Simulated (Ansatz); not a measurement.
```yaml
crystal:
  periodic: [false, false, false]
  atoms:
    - {symbol: F, position_ang: [-1.242294, 1.007652, 0.794706]}
    - {symbol: Sn, position_ang: [0.206853, -0.126156, -0.162336]}
    - {symbol: H, position_ang: [-0.421972, -0.115044, -1.742435]}
    - {symbol: H, position_ang: [0.425383, -1.686719, 0.477311]}
    - {symbol: H, position_ang: [1.550526, 0.894965, 0.047696]}
basis:
  gaussian: {orbitals: def2-TZVPP}
correlation: {method: ccsd_t}
```

Geometry: moved along internal coordinates away from the minimum.

Describe the molecule in this file.

It has 5 atoms: 1 fluorine, 3 hydrogen and 1 tin (FH3Sn). Its SMILES string is `[F][SnH3]`. Coordination: 1 Sn tetrahedral.

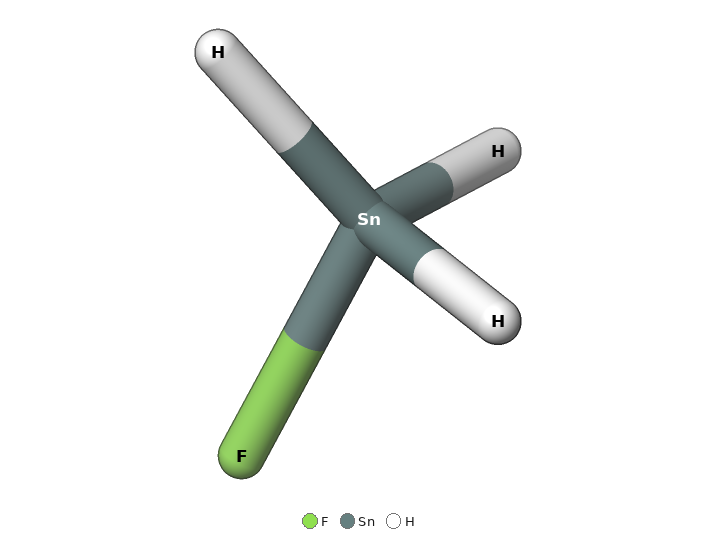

Figure made from data computed with Ansatz.
